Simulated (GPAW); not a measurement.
**How the form of the self-energy moves the gap of LiHF2 (C2/m)**

How much does the gap of LiHF2 (C2/m) depend on the approximation to the self-energy?

Calculated with GPAW 26.7.0; LDA and many-body steps on it, plane waves.

## 1. Starting point

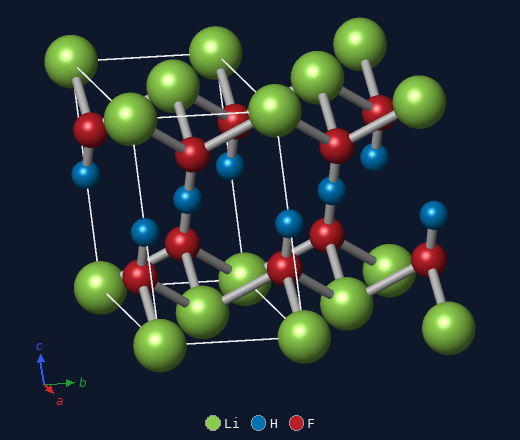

The starting structure, seen slightly off an axis (lithium green, hydrogen blue, fluorine red). 1×2×1 cells are drawn. This picture shows the conventional cell, with its axes. Some periodic images of atoms are drawn too.

Structure file:

```cif
data_structure
_symmetry_space_group_name_H-M 'P 1'
_symmetry_Int_Tables_number 1
_cell_length_a 2.9742
_cell_length_b 2.9742
_cell_length_c 4.9029
_cell_angle_alpha 116.197
_cell_angle_beta 116.197
_cell_angle_gamma 62.139
_cell_volume 32.86
loop_
_atom_site_label
_atom_site_type_symbol
_atom_site_fract_x
_atom_site_fract_y
_atom_site_fract_z
_atom_site_occupancy
Li1 Li 0.00000 0.00000 0.00000 1
H2 H 0.00000 0.00000 0.50000 1
F3 F 0.20980 0.20980 0.75070 1
F4 F 0.79020 0.79020 0.24930 1
```

The cell and positions are those that the Materials Project relaxed with its own functionals (PBE, PBE+U or r2SCAN), kept fixed.

## 2. Empty states on the mesh, 4×4×2 mesh, 120 bands

This step: GPAW 26.7.0; DFT, LDA, plane waves, PAW.

The sums over transitions need many empty states on a uniform mesh; this step solves for them.

run.py

```python
import json
import numpy as np
from gpaw.mpi import world
from gpaw import GPAW

calc = GPAW('gs.gpw').fixed_density(kpts={'size': (4, 4, 2), 'gamma': True},
    parallel={'domain': 1, 'band': 1},
    txt='nscf.txt')
calc.diagonalize_full_hamiltonian(nbands=120)
calc.write('full.gpw', mode='all')
res = {}
kpts = calc.get_ibz_k_points()
res['kpts'] = kpts
res['eigenvalues'] = [calc.get_eigenvalues(kpt=k) for k in range(len(kpts))]
res['n_electrons'] = calc.get_number_of_electrons()

if world.rank == 0:
    with open('result.json', 'w') as f:
        json.dump(res, f, default=lambda x: x.tolist())
```

Command:

```
mpirun -n 4 gpaw python run.py
```

Numbers of over 12 decimals in the logs are rounded to 6 here.

What it wrote:

```text
Diagonalizing LCAO Hamiltonian
Converting LCAO to pw mode
convergence criteria:
- Maximum integral of absolute [eigenst]ate change: 4e-08 eV^2 / valence electron
maximum number of iterations: 100

SCF iterations
|iter     |     time |      energy | eigst |  dens |
|iter:   1|  |             | +1.16 |       |
|iter:   2|  |             | +0.43 |       |
|iter:   3|  |             | -0.67 |       |
|iter:   4|  |             | -2.07 |       |
|iter:   5|  |             | -3.63 |       |
|iter:   6|  |             | -5.13 |       |
|iter:   7|  |             | -6.94 |       |
|iter:   8|  |             | -8.11c|       |
SCF steps: 8
  __  _  _
 | _ |_)|_||  |
 |__||  | ||/\| - 26.7.0

Input parameters:
  mode=PW(ecut=600.0),
  convergence={'density': 1e-06, 'bands': -3},
  gpts=array([18, 18, 28]),
  kpts=MonkhorstPack(size=(4, 4, 2), gamma=True),
  maxiter=100,
  nbands=16,
  occupations=Occupations(name='fermi-dirac', width=0.001, fixmagmom=False),
  parallel={'domain': 1, 'band': 1},
  xc=XC(name='LDA')
Matrix size: 1093x1093
# Writing to full.gpw (mode='all')
  [... matrices ...]

timing:  # [seconds]
  Total: 8.161  # ━━━━━━━━━━━━━━━━━━━━━━━━━━━━━━━━━━━━━━━━━━━━━━━━━━━━━━━━━━━
```

The job ended after 12 s (4 MPI ranks of Arm Neoverse V1, shared host; peak memory 1.1 GiB; 48 s of CPU time).

Numbers from this step:

```
gap                                                           : 8.168 eV
k of the valence top                                          : 0, 0, 0.5
k of the conduction bottom                                    : 0, 0, 0
least direct gap                                              : 8.260 eV
k points computed                                             : 14
lowest point of the top converged band, above the valence top : 127.1319 eV
```

On this mesh the gap is 8.168 eV.

## 3. G0W0, Godby-Needs plasmon pole

Now the one-shot GW correction: screening in the RPA, then the self-energy of the levels asked for.

This step: G0W0 on LDA, plane waves, PAW.

run.py

```python
import json
import numpy as np
from gpaw.mpi import world
from gpaw.response.g0w0 import G0W0

gw = G0W0('full.gpw',
    filename='gw',
    kpts=[0, 1],
    bands=(6, 10),
    ecut=78,
    nbands=51,
    integrate_gamma='WS',
    ppa=True)
gw.calculate()
res = {mode: {k: v for k, v in r.items() if k != 'sigma_eskwn'}
       for mode, r in gw.all_results.items()}

if world.rank == 0:
    with open('result.json', 'w') as f:
        json.dump(res, f, default=lambda x: x.tolist())
```

Command:

```
mpirun -n 4 gpaw python run.py
```

What it wrote:

```text
Using integrator: PointIntegrator
FrequencyGridDescriptor(from 0.000+0.000j to 0.000+27.211j eV, 2 points)
Nonperiodic BCs:  [False False False]
Using integrator: PointIntegrator
FrequencyGridDescriptor(from 0.000+0.000j to 0.000+27.211j eV, 2 points)
Nonperiodic BCs:  [False False False]
  ___  _ _ _
 |   || | | |
 | | || | | |
 |__ ||_____|
 |___|

BZ k-points: Symmetries present (total): 4

  [... matrices ...]
32 k-points: 4 x 4 x 2 Monkhorst-Pack grid + [1/8,1/8,1/4]
14 k-points in the irreducible part of the Brillouin zone
       k-points in crystal coordinates                weights
   0:     0.00000000    0.00000000    0.00000000          1/32
   1:     0.00000000    0.00000000    0.50000000          1/32
   2:     0.25000000   -0.25000000    0.00000000          2/32
   3:     0.25000000   -0.25000000    0.50000000          2/32
   4:     0.25000000    0.00000000    0.00000000          4/32
   5:     0.25000000    0.00000000    0.50000000          4/32
   6:     0.25000000    0.25000000    0.00000000          2/32
   7:     0.25000000    0.25000000    0.50000000          2/32
   8:     0.50000000    0.00000000    0.00000000          2/32
   9:     0.50000000    0.00000000    0.50000000          2/32
          ...
  13:     0.50000000    0.50000000    0.50000000          1/32

Distributing spins, k-points and bands (1 x 2 x 4) over 4 processes
Number of blocks: 1

Quasi particle states:
k-points (IBZ indices): [0, 1]
Band range: (6, 10)
  [... matrices ...]
Computational parameters:
Plane wave cut-off: 78 eV
Number of bands: 51
Coulomb cutoff: None
Broadening: 0.1 eV

fxc modes: GW
Kernel: RPA
Using Godby-Needs plasmon-pole approximation:
  Fitting energy: i*E0, E0 = 1.000 Hartree
Summing all q:

Calculating screened Coulomb potential
No Coulomb truncation
FrequencyGridDescriptor(from 0.000+0.000j to 0.000+27.211j eV, 2 points)
Removing empty qpoint cache files...

Calculating chi0 body with:
    Ground state adapter containing:
    Number of spins: 1
    Number of kpoints: 32
    Number of irreducible kpoints: 14
    Number of completely occupied states: 8
    Number of partially occupied states: 8
    Occupied states memory: 1.107421875 M / cpu

    Linear response parametrization:
    q_c: [0.0, 0.0, 0.0]
    Number of frequency points: 2
    Planewave cutoff: 78.0
    Number of bands: 51
    Number of planewaves: 55
    Broadening (eta): 1e-06
    comm.size: 4
    kncomm.size: 4
    blockcomm.size: 1

    Memory estimate of potentially large arrays:
        chi0_wGG: 0.092316 M / cpu
Integrating chi0 body.

Symmetries of q_c:
    Direct symmetries (Uq -> q): 4
    Indirect symmetries (TUq -> q): 0
In total 4 allowed symmetries.

  [... matrices ...]
14 groups of equivalent kpoints. 56.25% reduction.

Integral kind: response function
Integrating chi0 head and wings.

Symmetries of q_c:
    Direct symmetries (Uq -> q): 4
    Indirect symmetries (TUq -> q): 0
In total 4 allowed symmetries.

  [... matrices ...]
14 groups of equivalent kpoints. 56.25% reduction.

Integral kind: response function wings

Calculating chi0 body with:
    Ground state adapter containing:
    Number of spins: 1
    Number of kpoints: 32
    Number of irreducible kpoints: 14
    Number of completely occupied states: 8
    Number of partially occupied states: 8
    Occupied states memory: 1.107421875 M / cpu

    Linear response parametrization:
[... the further q-points ...]

Results:
f:      Occupation numbers
eps:     KS-eigenvalues [eV]
vxc:     KS vxc [eV]
exx:     Exact exchange [eV]
sigma:   Self-energies [eV]
dsigma:  Self-energy derivatives
Z:       Renormalization factors
qp:      QP-energies [eV]

k-point 0 (0): (0.000, 0.000, 0.000)                GW
band       f     eps     vxc     exx   sigma  dsigma       Z      qp
                                                                   GW
   6   1.000  -2.793 -24.021 -31.837   4.806  -0.206   0.829  -5.289
   7   1.000  -2.682 -24.983 -31.950   4.436  -0.197   0.836  -4.796
   8   0.000   5.578 -12.087  -6.954  -2.801  -0.114   0.898   7.673
   9   0.000   9.812  -9.432  -3.720  -3.005  -0.110   0.901  12.252

k-point 1 (1): (0.000, 0.000, 0.500)                GW
band       f     eps     vxc     exx   sigma  dsigma       Z      qp
                                                                   GW
   6   1.000  -2.708 -23.944 -31.695   4.772  -0.204   0.830  -5.181
   7   1.000  -2.590 -24.247 -32.001   4.810  -0.205   0.830  -5.033
   8   0.000   6.701 -11.603  -6.279  -2.728  -0.116   0.896   9.028
   9   0.000   9.466 -13.441  -7.689  -2.915  -0.125   0.889  11.988
```

The job ended after 12 s (4 MPI ranks; peak memory 0.94 GiB; 48 s of CPU time).

This step gave:

- G0W0 gap on the points computed: 12.47 eV
- least direct G0W0 gap on the computed points: 12.47 eV
- Z at the valence top: 0.8356
- Z at the conduction bottom: 0.8980
- starting gap on the mesh: 8.168 eV
- k of the valence top: 0, 0, 0
- k of the conduction bottom: 0, 0, 0

The gap on the mesh goes from 8.17 eV to 12.47 eV, a correction of +4.30 eV.

## 4. One-shot HSE06

This step: one-shot HSE06 levels on LDA orbitals, plane waves, PAW.

run.py

```python
import json
import numpy as np
from gpaw.mpi import world
from gpaw.hybrids.eigenvalues import non_self_consistent_eigenvalues

dft, vxc, vxc_hyb = non_self_consistent_eigenvalues('full.gpw', 'HSE06', 6, 10, kpt_indices=[0, 1])
res = {'dft': dft[0], 'hybrid': (dft - vxc + vxc_hyb)[0]}
if world.rank == 0:
    with open('hybrid.txt', 'w') as f:
        for k, e0, e1 in zip([0, 1], res['dft'], res['hybrid']):
            print(k, ' '.join(f'{x:9.4f}' for x in e0), '|', ' '.join(f'{x:9.4f}' for x in e1), file=f)

if world.rank == 0:
    with open('result.json', 'w') as f:
        json.dump(res, f, default=lambda x: x.tolist())
```

Command:

```
mpirun -n 4 gpaw python run.py
```

What it wrote:

```text
IBZ(<points: 14, symmetries: 4>)
Occupied bands: 8
Transforming wave functions from IBZ to BZ: 0.008 seconds
Distributing wave functions and iFFT-ing to real space: 0.061 seconds
Calculating eigenvalues:
  k-points: 2
  Bands: 6-9 (inclusive)
  Seconds: 0.210 (wave-function broadcasting: 0.007 seconds)
HSE06-eigenvalue shifts:
  min: -1.839 eV
  ave: -0.333 eV
  max: 1.258 eV
```

The job ended after 3 s (4 MPI ranks; peak memory 0.46 GiB).

Numbers from this step:

| Property | Result |
| --- | --- |
| starting gap on the mesh | 8.168 eV |
| hybrid gap on the mesh | 10.88 eV |
| least direct hybrid gap on the computed points | 10.88 eV |

## 5. G0W0, extrapolated in the cutoff

This step: G0W0 on LDA, plane waves, PAW.

run.py

```python
import json
import numpy as np
from gpaw.mpi import world
from gpaw.response.g0w0 import G0W0

gw = G0W0('full.gpw',
    filename='gw',
    kpts=[0, 1],
    bands=(6, 10),
    ecut=130.0,
    integrate_gamma='WS',
    ppa=True,
    ecut_extrapolation=True)
gw.calculate()
res = {mode: {k: v for k, v in r.items() if k != 'sigma_eskwn'}
       for mode, r in gw.all_results.items()}

if world.rank == 0:
    with open('result.json', 'w') as f:
        json.dump(res, f, default=lambda x: x.tolist())
```

Command:

```
mpirun -n 4 gpaw python run.py
```

What it wrote:

```text
Using integrator: PointIntegrator
FrequencyGridDescriptor(from 0.000+0.000j to 0.000+27.211j eV, 2 points)
Nonperiodic BCs:  [False False False]
Using integrator: PointIntegrator
FrequencyGridDescriptor(from 0.000+0.000j to 0.000+27.211j eV, 2 points)
Nonperiodic BCs:  [False False False]
  ___  _ _ _
 |   || | | |
 | | || | | |
 |__ ||_____|
 |___|

BZ k-points: Symmetries present (total): 4

  [... matrices ...]
32 k-points: 4 x 4 x 2 Monkhorst-Pack grid + [1/8,1/8,1/4]
14 k-points in the irreducible part of the Brillouin zone
       k-points in crystal coordinates                weights
   0:     0.00000000    0.00000000    0.00000000          1/32
   1:     0.00000000    0.00000000    0.50000000          1/32
   2:     0.25000000   -0.25000000    0.00000000          2/32
[...]
9:     0.50000000    0.00000000    0.50000000          2/32
          ...
  13:     0.50000000    0.50000000    0.50000000          1/32

Distributing spins, k-points and bands (1 x 2 x 4) over 4 processes
Number of blocks: 1

Quasi particle states:
k-points (IBZ indices): [0, 1]
Band range: (6, 10)
  [... matrices ...]
Computational parameters:
Extrapolating to infinite plane wave cut-off using points at:
  112.031 eV
  120.183 eV
  130.000 eV
Number of bands: 110
Coulomb cutoff: None
Broadening: 0.1 eV

fxc modes: GW
Kernel: RPA
Using Godby-Needs plasmon-pole approximation:
  Fitting energy: i*E0, E0 = 1.000 Hartree
Summing all q:

Calculating screened Coulomb potential
No Coulomb truncation
FrequencyGridDescriptor(from 0.000+0.000j to 0.000+27.211j eV, 2 points)
Removing empty qpoint cache files...

Calculating chi0 body with:
    Ground state adapter containing:
    Number of spins: 1
    Number of kpoints: 32
    Number of irreducible kpoints: 14
[...]
chi0_wGG: 0.417755 M / cpu
Integrating chi0 body.

Symmetries of q_c:
    Direct symmetries (Uq -> q): 4
    Indirect symmetries (TUq -> q): 0
In total 4 allowed symmetries.

  [... matrices ...]
14 groups of equivalent kpoints. 56.25% reduction.

Integral kind: response function
Integrating chi0 head and wings.

Symmetries of q_c:
    Direct symmetries (Uq -> q): 4
    Indirect symmetries (TUq -> q): 0
In total 4 allowed symmetries.

  [... matrices ...]
14 groups of equivalent kpoints. 56.25% reduction.

Integral kind: response function wings

Calculating chi0 body with:
    Ground state adapter containing:
    Number of spins: 1
    Number of kpoints: 32
    Number of irreducible kpoints: 14
    Number of completely occupied states: 8
    Number of partially occupied states: 8
    Occupied states memory: 1.107421875 M / cpu

    Linear response parametrization:
[... the further q-points ...]
Extrapolating selfenergy to infinite energy cutoff:
  Performing linear fit to 3 points
  Warning: Bad quality of linear fit for some (n,k).
           Higher cutoff might be necessary.
  Minimum R^2 = 0.8906. (R^2 Should be close to 1)
  [... matrices ...]
Results:
f:      Occupation numbers
eps:     KS-eigenvalues [eV]
vxc:     KS vxc [eV]
exx:     Exact exchange [eV]
sigma:   Self-energies [eV]
dsigma:  Self-energy derivatives
Z:       Renormalization factors
qp:      QP-energies [eV]

k-point 0 (0): (0.000, 0.000, 0.000)                GW
band       f     eps     vxc     exx   sigma  dsigma       Z      qp
                                                                   GW
   6   1.000  -2.793 -24.021 -31.837   4.602  -0.226   0.816  -5.414
   7   1.000  -2.682 -24.983 -31.950   4.010  -0.215   0.823  -5.115
   8   0.000   5.578 -12.087  -6.954  -2.821  -0.120   0.893   7.644
[...]
k-point 1 (1): (0.000, 0.000, 0.500)                GW
band       f     eps     vxc     exx   sigma  dsigma       Z      qp
                                                                   GW
[...]
8   0.000   6.701 -11.603  -6.279  -2.831  -0.121   0.892   8.926
   9   0.000   9.466 -13.441  -7.689  -3.060  -0.136   0.881  11.836
```

Wall time 33 s (4 MPI ranks); peak memory 0.96 GiB.

This step gave:

```
quasiparticle gap on the points computed              : 12.76 eV
least direct quasiparticle gap on the computed points : 12.76 eV
Z at the valence top                                  : 0.8229
Z at the conduction bottom                            : 0.8932
starting gap on the mesh                              : 8.168 eV
k of the valence top                                  : 0, 0, 0
k of the conduction bottom                            : 0, 0, 0
gaps at the cutoffs of the extrapolation              : 12.48, 12.51, 12.54 eV
```

Against G0W0 in GPAW (4×4×2 mesh, 51 bands, screening to 78 eV, Godby-Needs plasmon pole), the gap moves by +0.290 eV.

## 6. One-shot PBE0

This step: one-shot PBE0 levels on LDA orbitals, plane waves, PAW.

run.py

```python
import json
import numpy as np
from gpaw.mpi import world
from gpaw.hybrids.eigenvalues import non_self_consistent_eigenvalues

dft, vxc, vxc_hyb = non_self_consistent_eigenvalues('full.gpw', 'PBE0', 6, 10, kpt_indices=[0, 1])
res = {'dft': dft[0], 'hybrid': (dft - vxc + vxc_hyb)[0]}
if world.rank == 0:
    with open('hybrid.txt', 'w') as f:
        for k, e0, e1 in zip([0, 1], res['dft'], res['hybrid']):
            print(k, ' '.join(f'{x:9.4f}' for x in e0), '|', ' '.join(f'{x:9.4f}' for x in e1), file=f)

if world.rank == 0:
    with open('result.json', 'w') as f:
        json.dump(res, f, default=lambda x: x.tolist())
```

Command:

```
mpirun -n 4 gpaw python run.py
```

What it wrote:

```text
IBZ(<points: 14, symmetries: 4>)
Occupied bands: 8
Transforming wave functions from IBZ to BZ: 0.008 seconds
Distributing wave functions and iFFT-ing to real space: 0.054 seconds
Calculating eigenvalues:
  k-points: 2
  Bands: 6-9 (inclusive)
  Seconds: 0.301 (wave-function broadcasting: 0.007 seconds)
HSE06-eigenvalue shifts:
  min: -2.240 eV
  ave: -0.323 eV
  max: 1.687 eV
```

The job ended after 3 s (4 MPI ranks; peak memory 0.46 GiB).

This step gave:

| Property | Result |
| --- | --- |
| starting gap on the mesh | 8.168 eV |
| hybrid gap on the mesh | 11.69 eV |
| least direct hybrid gap on the computed points | 11.69 eV |

## 7. G0W0, full frequency, Hilbert transform

This step: G0W0 on LDA, plane waves, PAW.

run.py

```python
import json
import numpy as np
from gpaw.mpi import world
from gpaw.response.g0w0 import G0W0

gw = G0W0('full.gpw',
    filename='gw',
    kpts=[0, 1],
    bands=(6, 10),
    ecut=78,
    nbands=51,
    integrate_gamma='WS',
    frequencies={'type': 'nonlinear', 'domega0': 0.1, 'omega2': 15.0},
    eta=0.1,
    nblocksmax=True)
gw.calculate()
res = {mode: {k: v for k, v in r.items() if k != 'sigma_eskwn'}
       for mode, r in gw.all_results.items()}

if world.rank == 0:
    with open('result.json', 'w') as f:
        json.dump(res, f, default=lambda x: x.tolist())
```

Command:

```
mpirun -n 4 gpaw python run.py
```

What it wrote:

```text
Using integrator: PointIntegrator
NonLinearFrequencyDescriptor(from 0.000 to 90.944 eV, 260 points)
Nonperiodic BCs:  [False False False]
Using integrator: PointIntegrator
NonLinearFrequencyDescriptor(from 0.000 to 90.944 eV, 260 points)
Nonperiodic BCs:  [False False False]
  ___  _ _ _
 |   || | | |
 | | || | | |
 |__ ||_____|
 |___|

BZ k-points: Symmetries present (total): 4

  [... matrices ...]
32 k-points: 4 x 4 x 2 Monkhorst-Pack grid + [1/8,1/8,1/4]
14 k-points in the irreducible part of the Brillouin zone
       k-points in crystal coordinates                weights
[...]
GW
   6   1.000  -2.793 -24.021 -31.837   4.790  -0.224   0.817  -5.265
   7   1.000  -2.682 -24.983 -31.950   4.418  -0.202   0.832  -4.802
   8   0.000   5.578 -12.087  -6.954  -2.790  -0.115   0.897   7.679
[...]
k-point 1 (1): (0.000, 0.000, 0.500)                GW
band       f     eps     vxc     exx   sigma  dsigma       Z      qp
                                                                   GW
[...]
8   0.000   6.701 -11.603  -6.279  -2.721  -0.122   0.891   9.020
   9   0.000   9.466 -13.441  -7.689  -2.912  -0.140   0.877  11.956
```

Run time: 21 s. Hardware: 4 MPI ranks; peak memory 0.9 GiB; 83 s of CPU time.

This step gave:

| Item | Value |
| --- | --- |
| G0W0 gap on the points computed | 12.48 eV |
| least direct G0W0 gap on the computed points | 12.48 eV |
| starting gap on the mesh | 8.168 eV |
| k of the valence top | 0, 0, 0 |
| k of the conduction bottom | 0, 0, 0 |

Against G0W0 in GPAW (4×4×2 mesh, 51 bands, screening to 78 eV, Godby-Needs plasmon pole), the gap moves by +0.013 eV.

## 8. Side by side

Times are wall times on 4 MPI ranks of Arm Neoverse V1, shared host, good to a factor of about two.

```tsv
run	mesh	bands	screening cutoff (eV)	DFT gap (eV)	gap on the mesh (eV)	direct (eV)	time
G0W0, Godby-Needs plasmon pole	4×4×2	51	78	8.168	12.469	12.469	12 s
one-shot HSE06	4×4×2	-	-	8.168	10.883	10.883	3 s
G0W0, extrapolated in the cutoff	4×4×2	-	130	8.168	12.759	12.759	33 s
one-shot PBE0	4×4×2	-	-	8.168	11.687	11.687	3 s
G0W0, full frequency, Hilbert transform	4×4×2	51	78	8.168	12.482	12.482	21 s
```

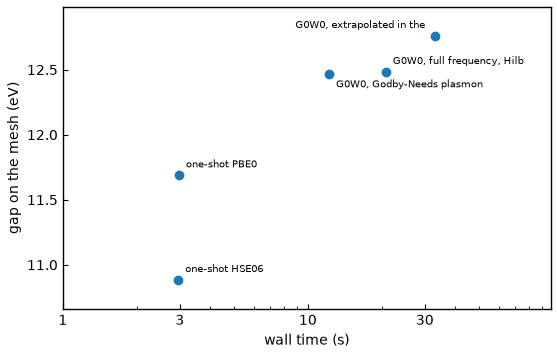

Result against wall time.

## 9. What came out

- G0W0, Godby-Needs plasmon pole: 12.469 eV
- one-shot HSE06: 10.883 eV
- G0W0, extrapolated in the cutoff: 12.759 eV
- one-shot PBE0: 11.687 eV
- G0W0, full frequency, Hilbert transform: 12.482 eV
- known limits: not at the basis limit; coarse k mesh

What this shows: One-shot HSE06: −1.586 eV against G0W0, Godby-Needs plasmon pole. G0W0, extrapolated in the cutoff: +0.290 eV against G0W0, Godby-Needs plasmon pole, at other bands or cutoff, so not like for like. One-shot PBE0: −0.781 eV against G0W0, Godby-Needs plasmon pole. G0W0, full frequency, Hilbert transform: +0.013 eV against G0W0, Godby-Needs plasmon pole. One-shot hybrid levels are evaluated on the LDA orbitals. Bands and cutoff are finite, so the gap is not at the basis limit. The miss can reach some tenths of an eV and take either sign; the mesh is an error of its own. These stock PAW sets were not made for GW. In the G0W0 runs levels were corrected at 2 k points alone, so a gap called «on the mesh» is the least over those, and an edge elsewhere would be missed. The program warns of a poor linear fit in the extrapolation of some level, so the extrapolated values are rough. The 4×4×2 mesh is coarse for this cell, which bears on the long-range parts of exchange and screening.

[Paths, hosts, dates, memory and timing lines, banners, echoed tables and standing remarks are left out of the program output.]

[Logs are printed without paths, hosts, clocks, repeated set-up lines and the standing remarks that a program may print on its own settings, such as how far it seeks lower states.]

[Runs of the session that timed out or met a known fault of the program may be left out.]

[Hosts, paths, dates, database ids (printed as entryN), source tags and the programs' standing remarks are cut or masked in the printed files.]
